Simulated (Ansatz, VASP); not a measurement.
# LaN in two plane-wave programs

One calculation is typed for both programs; each brings its own data sets and cutoff. How far apart do they land?

Main program and level: Ansatz 0.2.0; plane waves, with VASP 6.6.1 beside it; relaxation of cell and atoms at r2SCAN and relaxation of cell and atoms at r2SCAN, spin-orbit coupling.

## 1. The structure

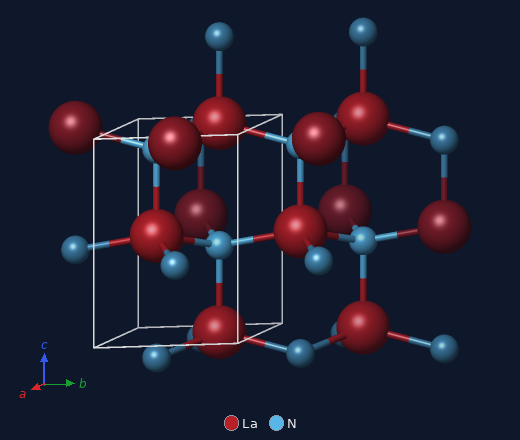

Start, viewed slightly off an axis; lanthanum red, nitrogen blue. 1×2×1 cells are drawn. Some periodic images of atoms are drawn too.

## 2. Ansatz: relaxation of cell and atoms, r2SCAN

Ansatz runs on its default PAW (the set named soft_2) files.

The relaxed volume is the usual yardstick between codes: its relative difference is about their pressure difference at one cell divided by the bulk modulus.

Contents of input.yaml:

```yaml
crystal:
  lattice:
    - [4.136222531, 0.0, 0.0]
    - [-2.0681112655, 3.5820737876, 0.0]
    - [0.0, 0.0, 5.9225931]
  atoms:
    - { symbol: La, position: [0.33333333, 0.66666667, 0.99754766] }
    - { symbol: La, position: [0.66666667, 0.33333333, 0.49754766] }
    - { symbol: "N", position: [0.33333333, 0.66666667, 0.41245234] }
    - { symbol: "N", position: [0.66666667, 0.33333333, 0.91245234] }
hamiltonian:
  xc: r2scan
  pseudopotentials: { kind: paw }
kpoints:
  mp_grid: { grid: [6, 6, 4] }
scf:
  occupations: { method: fermi_dirac, width: 0.05 }
relax:
  f_tol: 0.01
  max_steps: 60
  cell: { stress_tol: 0.05 }
output:
  forces: true
  stress: true
```

Command:

```bash
ansatz run input.yaml --threads 4 --pin off --max-ram 9216MiB --backend cpu --events-out ev --progress --plain --runs-dir out
```

Numbers of over 12 decimals in the logs are rounded to 6 here.

The program printed:

```text
Engine: ansatz 0.2.0, x86_64-unknown-linux-gnu
Pseudopotentials: kind: paw
Pseudopotential: La, paw, valence charge 11, recommended cutoff 500 eV (meta_gga), La.paw.azcp
Pseudopotential: N, paw, valence charge 5, recommended cutoff 500 eV (meta_gga), N.paw.azcp
Functional definition: r2SCAN
  parameter k0 = 0.174
  parameter k1 = 0.065
  parameter a1 = 4.9479
  exchange = r2scan_x(k0 = k0, k1 = k1, a1 = a1)
  correlation = r2scan_c
Crystal: 4 atoms, lattice volume = 87.751 Å³
Basis set: ecut = 500 eV, 2235 PW (Γ), exchange–correlation on 128×128×180 points (64 copies of the dense FFT grid, shifted against one another)
Bands: 20, of which v1, the nominal top of the filled ones, is band 16 counted from 1 (15 counted from 0)
Symmetry: 12 space group operations
Space group: P63mc (ITA 186), of the structure as read, at distance tolerance 4.4e-5 Å
k-points: 21 of 144 (time reversal used)
Non-local potential: La, projectors of the file, l = 0: 3, l = 1: 2, l = 2: 2, l = 3: 3
Non-local potential: N, projectors of the file, l = 0: 2, l = 1: 2, l = 2: 1
PAW form: soft (Blöchl's): semilocal exchange-correlation on the pseudo side does not see the compensation charge
PAW frozen core: La, regenerated for the run's functional (the file was generated under x = pbe(κ = 0.804, μ = 0.219515), c = pbe(β = 0.066725))
PAW frozen core: N, regenerated for the run's functional (the file was generated under x = pbe(κ = 0.804, μ = 0.219515), c = pbe(β = 0.066725))
PAW one-centre angular grid: La, 974 points (default); XC on 160 Gauss nodes
PAW one-centre angular grid: N, 302 points (default); XC on 160 Gauss nodes
Initial density: superposition of atomic densities (neutral atoms: chi_scale 0, normalization atom), corrected by the library's trained network
Initial wavefunctions: pseudopotential atomic-orbital guess
Functional: x = r2scan, c = r2scan; τ floored in thin density (d = 2e-4 eV/Å³)
SCF iter   1: F=—  HF=-13304.896591 eV  |F-HF|=—  |Δ(HF+E_count)|=         —  Δρ=1.17e-2  dr2=1.87e-1  dr2_τ=1.62e-1  ethr=1.77e-3  ⟨swp⟩=5.9  Hψ=2170  notcnv=0
preconditioner: auto → Resta (q_TF=auto, 2.306 Å⁻¹)  ε∞=3.9  [insulator: Δε(μ)=1.551 eV  Ē_g=12.292 eV  σ=0.050 eV  W_gap=1.00  n_scr=22 (ndim 8)  ℏωp=21.0 eV  f_vac=0.004  D(μ)=0.00/eV (n_scr^D=0)  ε∞_Penn≈3.9]
SCF iter   2: F=—  HF=-13304.998076 eV  |F-HF|=—  |Δ(HF+E_count)|=   1.01e-1  Δρ=6.33e-3  dr2=1.90e-2  dr2_τ=7.45e-3  ethr=5.86e-4  ⟨swp⟩=4.6  Hψ=1102  notcnv=0
SCF iter   3: F=—  HF=-13304.995133 eV  |F-HF|=—  |Δ(HF+E_count)|=   2.94e-3  Δρ=2.39e-3  dr2=4.99e-3  dr2_τ=5.48e-4  ethr=5.93e-5  ⟨swp⟩=3.4  Hψ=815  notcnv=0
SCF iter   4: F=—  HF=-13304.994696 eV  |F-HF|=—  |Δ(HF+E_count)|=   4.38e-4  Δρ=7.03e-4  dr2=2.75e-4  dr2_τ=3.14e-5  ethr=1.56e-5  ⟨swp⟩=3.3  Hψ=836  notcnv=0
SCF iter   5: F=—  HF=-13304.994774 eV  |F-HF|=—  |Δ(HF+E_count)|=   7.85e-5  Δρ=1.95e-4  dr2=5.08e-5  dr2_τ=2.69e-6  ethr=8.59e-7  ⟨swp⟩=2.4  Hψ=831  notcnv=0
SCF iter   6: F=—  HF=-13304.994774 eV  |F-HF|=—  |Δ(HF+E_count)|=   5.04e-8  Δρ=2.48e-5  dr2=6.09e-7  dr2_τ=1.48e-8  ethr=1.59e-7  ⟨swp⟩=2.0  Hψ=588  notcnv=0
SCF iter   7: F=-13304.994774 eV  HF=-13304.994774 eV  |F-HF|=2.03e-8  |Δ(HF+E_count)|=   2.88e-7  Δρ=5.15e-6  dr2=3.89e-8  dr2_τ=2.68e-9  ethr=3.13e-10  ⟨swp⟩=5.1  Hψ=1775  notcnv=0
SCF 1 converged in 7 iterations: F = -13304.994774 eV  dr2 = 3.89e-8
  greatest PAW one-centre occupation: 0.967 electrons in one spin orbital (limit 2), on the La atom at site 1 (counted from 0), in its partial waves of l = 0
relax step   1: F+E_penalty+E_count = -13304.99477448 eV  Δ(F+E_penalty+E_count) = +0.000e0 eV  max|allowed force component| = 2.311e-2 eV/Å  Δτ_max = 0.0000 Å  P = +0.187 GPa  Ω = 87.751 Å³  (7 SCF iters, dr2 threshold 1.00e-7 eV, accepted)
[...]
relax step   2: F+E_penalty+E_count = -13304.99510209 eV  Δ(F+E_penalty+E_count) = -3.276e-4 eV  max|allowed force component| = 2.407e-3 eV/Å  Δτ_max = 0.0053 Å  P = -0.241 GPa  Ω = 88.058 Å³  energy of the carried Pulay correction = -7.373e-5 eV  (5 SCF iters, dr2 threshold 1.28e-7 eV, accepted)
[...]
relax step   3: F+E_penalty+E_count = -13304.99569880 eV  Δ(F+E_penalty+E_count) = -5.967e-4 eV  max|allowed force component| = 3.672e-3 eV/Å  Δτ_max = 0.0072 Å  P = -0.036 GPa  Ω = 87.767 Å³  energy of the carried Pulay correction = -4.011e-6 eV  (6 SCF iters, dr2 threshold 2.75e-7 eV, accepted)
[...]
relax step   4: F+E_penalty+E_count = -13304.99578116 eV  Δ(F+E_penalty+E_count) = -8.236e-5 eV  max|allowed force component| = 3.914e-3 eV/Å  Δτ_max = 0.0033 Å  P = +0.010 GPa  Ω = 87.676 Å³  energy of the carried Pulay correction = +1.802e-5 eV  (6 SCF iters, dr2 threshold 2.99e-8 eV, accepted)
[...]
relax step   5: F+E_penalty+E_count = -13304.99575878 eV  Δ(F+E_penalty+E_count) = +2.238e-5 eV  max|allowed force component| = 3.927e-3 eV/Å  Δτ_max = 0.0000 Å  P = +0.010 GPa  Ω = 87.676 Å³  stress off target by 2.88e-2 GPa  SCF on the basis re-selected at this cell (its energy is not comparable with the rows above)  (5 SCF iters)
basis re-selected at this cell: Δ(F+E_penalty+E_count) = +2.238e-5 eV, ΔP = -0.000 GPa vs the last step (what re-selecting the basis moved, of the pressure what is left beyond the Pulay correction that the steps carried, after the strain that the cell walked since its last selection, with what the two solves' SCF thresholds leave and, on support functions, any second-order correction that the steps lacked; it is no m [...]
SCF converged after 5 iterations
Free energy (F): -13304.995759 eV
Harris-Foulkes:  -13304.995759 eV  (|F-HF|=9.09e-12)
Internal energy: -13304.995759 eV  (E = F + TS)
E sigma→0 (E₀):  -13304.995759 eV
Entropy (-TS):   -0.000000 eV (-0.000 meV/atom)
Fermi energy:    10.242202 eV
--- Per-component energies (eV) ---
  E_band       = -79.304594
  E_kinetic    = 644.695178
  E_local      = -1154.088342  (includes V_loc(G=0)·N_el)
  E_nonlocal   = 278.771786
  E_hartree    = 390.536002
  E_xc         = -385.339623
  E_vxc        = -492.842728  (∫ρ·V_xc dr)
  E_paw        = -11132.124123  (= ΣΔE_a)
  E_vpaw       = -163.568001  (= ΣTr[D̂ρ^β])
  E_aug_tail   = 0.000037  (compensation charges beyond the density's cutoff)
  E_vtau       = 26.655509  (kinetic-family band-sum trace: ∫τ·v_τ [+ j·A + Jᵃ·Aᵃ] dr)
  E_ewald      = -1947.524568
  E_core_change = 0.077896  (= ΣΔE_core)
  E_smearing   = -0.000000  (= −TS)
  E_closure    = 0.000000  (closes the sum)
  Σ components = -13304.995759   (vs F -13304.995759, Δ=0.00e0)
--- Forces (eV/Å), atoms counted from 1 ---
  atom   1  La     0.00000000    -0.00000000     0.00391926
  atom   2  La     0.00000000     0.00000000     0.00391926
  atom   3  N      0.00000000    -0.00000000    -0.00393413
  atom   4  N     -0.00000000     0.00000000    -0.00393413
  max |Σ_I F_I| component: 2.97e-5 eV/Å
--- Stress (GPa, compression-positive) ---
        0.028837       0.000000       0.000000
       -0.000000       0.028837      -0.000000
        0.000000      -0.000000      -0.026386
  P = ⅓ Tr σ = 0.0104 GPa (0.104 kbar)
--- Relaxed structure (4 steps of the walk, 4 accepted, 1 SCFs on fresh bases) ---
  F+E_penalty+E_count = -13304.99575878 eV   max|allowed force component| = 3.927e-3 eV/Å   (the final SCF, on the basis selected at the relaxed cell)
  cell:  # Å, volume = 87.6756 Å³
    - [4.154394, -6.724674019521093e-19, 0]
    - [-2.077197, 3.597810, 0]
    - [0, 0, 5.865873]
  atoms:
    - { symbol: La, position: [0.333333, 0.666667, 0.994875] }
    - { symbol: La, position: [0.666667, 0.333333, 0.494875] }
    - { symbol: N, position: [0.333333, 0.666667, 0.415125] }
    - { symbol: N, position: [0.666667, 0.333333, 0.915125] }
```

Wall time 9.2 s (4 threads of AMD EPYC 7B13 (Zen 3), shared host); peak memory 0.6 GiB.

## 3. VASP: relaxation of cell and atoms, r2SCAN

The same cell, functional, mesh and smearing now go to VASP, with its own data sets and cutoff.

Lines of VASP's logs that name or quote its potential files are left out, and so is its time.

Contents of INCAR:

```
SYSTEM = LaN
PREC = Accurate
ENCUT = 520
EDIFF = 1E-06
NELM = 100
ISMEAR = -1
SIGMA = 0.05
LREAL = .FALSE.
ALGO = Normal
METAGGA = R2SCAN
LASPH = .TRUE.
NBANDS = 22
LORBIT = 11
LWAVE = .FALSE.
LCHARG = .FALSE.
KPAR = 4
IBRION = 2
NSW = 60
ISIF = 3
EDIFFG = -0.01
```

Contents of POSCAR:

```
LaN
1.0
    4.1362225310      0.0000000000      0.0000000000
   -2.0681112655      3.5820737876      0.0000000000
    0.0000000000      0.0000000000      5.9225931000
La N
2 2
Direct
    0.3333333300      0.6666666700      0.9975476600
    0.6666666700      0.3333333300      0.4975476600
    0.3333333300      0.6666666700      0.4124523400
    0.6666666700      0.3333333300      0.9124523400
```

Contents of KPOINTS:

```
Automatic mesh
0
Gamma
6 6 4
0 0 0
```

The projector-augmented-wave data sets are La and N (PBE family, release 64).

Command:

```bash
mpirun -np 4 vasp_std
```

The program printed:

```text
[banner, memory and clock lines left out]
running    4 mpi-ranks, on    1 nodes
 distrk:  each k-point on    1 cores,    4 groups
 distr:  one band on    1 cores,    1 groups

 POSCAR found type information on POSCAR LaN
 POSCAR found :  2 types and       4 ions
|                                                                             |
|               ----> ADVICE to this user running VASP <----                  |
|                                                                             |
|     You enforced a specific xc type in the INCAR file but a different       |
|     [... a line on the potential file left out ...]
|     I HOPE YOU KNOW WHAT YOU ARE DOING!                                     |
|                                                                             |

 LDA part: xc-table for (None), standard interpolation
 POSCAR, INCAR and KPOINTS ok, starting setup
 FFT: planning ... GRIDC
 FFT: planning ... GRID_SOFT
 FFT: planning ... GRID
 WAVECAR not read
 entering main loop
       N       E                     dE             d eps       ncg     rms          rms(c)
DAV:   1     0.328957066798E+03    0.32896E+03   -0.12322E+04   924   0.211E+03
DAV:   2    -0.162891445425E+02   -0.34525E+03   -0.33681E+03  1420   0.376E+02
DAV:   3    -0.932258962552E+02   -0.76937E+02   -0.75746E+02  1562   0.200E+02
DAV:   4    -0.100425740559E+03   -0.71998E+01   -0.70864E+01  1728   0.511E+01
DAV:   5    -0.101046656618E+03   -0.62092E+00   -0.61833E+00  1744   0.181E+01    0.140E+01
DAV:   6    -0.833216640240E+02    0.17725E+02   -0.40069E+01  1528   0.388E+01    0.554E+00
DAV:   7    -0.839536698851E+02   -0.63201E+00   -0.32523E+00  1584   0.196E+01    0.378E+00
DAV:   8    -0.840241857023E+02   -0.70516E-01   -0.12097E+00  1824   0.104E+01    0.145E+00
DAV:   9    -0.839817944296E+02    0.42391E-01   -0.42996E-01  1680   0.413E+00    0.450E-01
DAV:  10    -0.839864533611E+02   -0.46589E-02   -0.54496E-02  1568   0.202E+00    0.349E-01
DAV:  11    -0.839836711516E+02    0.27822E-02   -0.88587E-03  1680   0.851E-01    0.138E-01
DAV:  12    -0.839840359179E+02   -0.36477E-03   -0.10440E-02  1520   0.580E-01    0.136E-01
DAV:  13    -0.839837119146E+02    0.32400E-03   -0.26080E-03  1672   0.418E-01    0.357E-02
DAV:  14    -0.839837194237E+02   -0.75092E-05   -0.15203E-04  1592   0.995E-02    0.119E-02
DAV:  15    -0.839837189948E+02    0.42893E-06   -0.27350E-05  1672   0.365E-02    0.269E-03
DAV:  16    -0.839837189199E+02    0.74926E-07   -0.21121E-06  1072   0.147E-02
   1 F= -.83983719E+02 E0= -.83983719E+02  d E =-.839837E+02
[... from here on, the cycles between the ionic steps are left out ...]
   2 F= -.83983868E+02 E0= -.83983868E+02  d E =-.149005E-03
   3 F= -.83983898E+02 E0= -.83983898E+02  d E =-.178650E-03
   4 F= -.83983966E+02 E0= -.83983966E+02  d E =-.684783E-04
   5 F= -.83984159E+02 E0= -.83984159E+02  d E =-.261472E-03
   6 F= -.83984491E+02 E0= -.83984491E+02  d E =-.593019E-03
   7 F= -.83985061E+02 E0= -.83985061E+02  d E =-.116363E-02
   8 F= -.83984875E+02 E0= -.83984875E+02  d E =-.977717E-03
   9 F= -.83985034E+02 E0= -.83985034E+02  d E =-.113638E-02
  10 F= -.83985020E+02 E0= -.83985020E+02  d E =0.139740E-04
 trial-energy change:    0.000014  1 .order    0.000016   -0.000161    0.000193
 step:   0.4961(harm=  0.4961)  dis= 0.00027  next Energy=   -83.985071 (dE=-0.367E-04)
 bond charge predicted
       N       E                     dE             d eps       ncg     rms          rms(c)
DAV:   1    -0.839852994749E+02   -0.27921E-03   -0.11089E-02  1460   0.102E+00    0.967E-02
DAV:   2    -0.839851152768E+02    0.18420E-03   -0.80619E-04  1574   0.247E-01    0.381E-02
DAV:   3    -0.839850668917E+02    0.48385E-04   -0.13317E-04  1520   0.150E-01    0.111E-02
DAV:   4    -0.839850667290E+02    0.16272E-06   -0.33053E-05  1752   0.516E-02    0.487E-03
DAV:   5    -0.839850680779E+02   -0.13490E-05   -0.35838E-06  1170   0.180E-02    0.256E-03
DAV:   6    -0.839850697557E+02   -0.16778E-05   -0.42641E-07   660   0.123E-02    0.122E-03
DAV:   7    -0.839850709658E+02   -0.12101E-05   -0.35945E-07   600   0.114E-02    0.310E-04
DAV:   8    -0.839850710102E+02   -0.44349E-07   -0.29257E-07   534   0.115E-02
  11 F= -.83985071E+02 E0= -.83985071E+02  d E =-.370618E-04
 curvature:  -0.33 expect dE=-0.132E-06 dE for cont linesearch -0.191E-08
 trial: gam=-0.00370 g(F)=  0.150E-06 g(S)=  0.252E-06 ort = 0.107E-05 (trialstep = 0.971E+00)
 search vector abs. value=  0.397E-06
 reached required accuracy - stopping structural energy minimisation
```

OUTCAR, selected parts (step 3):

```text
ion  position               nearest neighbor table
   1  0.333  0.667  0.998-   4 2.44   4 2.44   4 2.44   3 2.46
   2  0.667  0.333  0.498-   3 2.44   3 2.44   3 2.44   4 2.46
   3  0.333  0.667  0.412-   2 2.44   2 2.44   2 2.44   1 2.46
   4  0.667  0.333  0.912-   1 2.44   1 2.44   1 2.44   2 2.46

  LATTYP: Found a hexagonal cell.
 ALAT       =     4.1362225310
 C/A-ratio  =     1.4318845409

 Subroutine GETGRP returns: Found 12 space group operations
 (whereof  6 operations were pure point group operations)

The static configuration has the point symmetry C_3v.
 The point group associated with its full space group is C_6v.

 Found     21 irreducible k-points:

   k-points           NKPTS =     21   k-points in BZ     NKDIM =     21   number of bands    NBANDS=     22

   dimension x,y,z NGX =    32 NGY =   32 NGZ =   48
   dimension x,y,z NGXF=    64 NGYF=   64 NGZF=   96

   ENCUT  =  520.0 eV  38.22 Ry    6.18 a.u.   7.69  7.69 11.01*2*pi/ulx,y,z

   NELECT =      32.0000    total number of electrons

 k-points in reciprocal lattice and weights: Automatic mesh
   0.00000000  0.00000000  0.00000000       0.007
   0.16666667  0.00000000  0.00000000       0.042
   0.33333333  0.00000000  0.00000000       0.042
   0.50000000  0.00000000  0.00000000       0.021
   0.16666667  0.16666667  0.00000000       0.042
   0.33333333  0.16666667  0.00000000       0.083
   0.33333333  0.33333333  0.00000000       0.014
   0.00000000  0.00000000  0.25000000       0.014
   0.16666667  0.00000000  0.25000000       0.083
[...]
0.33333333  0.16666667  0.50000000       0.083
   0.33333333  0.33333333  0.50000000       0.014

 average (electrostatic) potential at core
       1-101.6752       2-101.6752       3 -63.1641       4 -63.1641

 E-fermi :   7.1031

 k-point     1 :       0.0000    0.0000    0.0000
  band No.  band energies     occupation
    ...
     12       3.8906      2.00000
     13       4.5545      2.00000
     14       4.5545      2.00000
     15       4.8693      2.00000
     16       5.8883      2.00000
     17       7.8247      0.00000
     18       9.4628      0.00000
     19       9.4628      0.00000
     20       9.9954      0.00000
     21       9.9973      0.00000
    ...

 k-point     2 :       0.1667    0.0000    0.0000
  band No.  band energies     occupation
    ...
     12       4.1521      2.00000
     13       4.5759      2.00000
     14       4.8748      2.00000
     15       4.9338      2.00000
     16       5.7678      2.00000
     17       8.3955      0.00000
     18       9.0179      0.00000
     19       9.2692      0.00000
     20       9.8297      0.00000
     21      10.2671      0.00000
    ...

 k-point     3 :       0.3333    0.0000    0.0000
  band No.  band energies     occupation
    ...
     12       4.6223      2.00000
     13       4.6879      2.00000
     14       5.2214      2.00000
     15       5.5877      2.00000
     16       5.5902      2.00000
     17       8.2429      0.00000
     18       9.2307      0.00000
     19       9.3392      0.00000
     20       9.7576      0.00000
     21      10.3900      0.00000
    ...

  Total        0.0021652      0.0021652     -0.0033991      0.0000000      0.0000000      0.0000000
  in kB        0.0396936      0.0396936     -0.0623140      0.0000000      0.0000000      0.0000000
  external PRESSURE =       0.0056911 kB  Pullay stress =       0.0000000 kB

  energy-cutoff  :      520.00
  volume of cell :       87.40
      direct lattice vectors                 reciprocal lattice vectors
     4.154625073 -0.000000000 -0.000000000     0.240695606  0.138965673  0.000000000
    -2.077312536  3.598010856  0.000000000     0.000000000  0.277931346 -0.000000000
    -0.000000000  0.000000000  5.846474139     0.000000000  0.000000000  0.171043261

 POSITION                                       TOTAL-FORCE (eV/Angst)
 -----------------------------------------------------------------------------------
     -0.00000      2.39867      5.81355         0.000000     -0.000000      0.000882
      2.07731      1.19934      2.89032        -0.000000     -0.000000      0.000882
     -0.00000      2.39867      2.42998        -0.000000      0.000000     -0.000882
      2.07731      1.19934      5.35321        -0.000000     -0.000000     -0.000882
 -----------------------------------------------------------------------------------
    total drift:                               -0.000031      0.000018      0.005209

  FREE ENERGIE OF THE ION-ELECTRON SYSTEM (eV)
  ---------------------------------------------------
  free  energy   TOTEN  =       -83.9850710102 eV

  energy  without entropy=      -83.9850709980  energy(sigma->0) =      -83.98507100

 reached required accuracy - stopping structural energy minimisation

 total charge
# of ion       s       p       d       f       tot
--------------------------------------------------
    1        2.005   5.684   0.760   0.180   8.629
    2        2.005   5.684   0.760   0.180   8.629
    3        1.274   2.390   0.000   0.000   3.663
    4        1.274   2.390   0.000   0.000   3.663
--------------------------------------------------
tot          6.557  16.148   1.521   0.360  24.585

[... 3 further parts left out ...]
```

## 4. Side by side

Known differences besides the PAW data sets themselves: VASP keeps PBE cores, Ansatz makes them for the functional; both relaxations stop at a tolerance, which leaves soft axes loose, and VASP keeps its plane-wave basis; the cutoff is 500 eV in Ansatz and 520 eV in VASP; Ansatz adds a Pulay correction to the stress that steers its cell, VASP none. Total energies have different zeros and are not compared.

The two programs side by side:

```
                                         quantity  Ansatz   VASP  difference
                                      volume (Å³)   87.68  87.40     +0.32 %
edge a after relaxation, in the typed setting (Å)   4.154  4.155     +0.00 %
edge c after relaxation, in the typed setting (Å)   5.866  5.846     +0.33 %
```

The walks stopped with 0.01 GPa left in Ansatz and 0.00 GPa in VASP; each walk ends within a tolerance, so the volume difference is uncertain by about these residues over the bulk modulus, most in soft cells.

(Continued in part 2 of 2.)

[Lines on the potential files, build, host, timing and source positions are cut from VASP's logs without a mark.]

[Logs are printed without paths, hosts, clocks, repeated set-up lines and the standing remarks that a program may print on its own settings, such as how far it seeks lower states.]

[Hosts, paths, dates, database ids (printed as entryN), source tags and the programs' standing remarks are cut or masked in the printed files.]
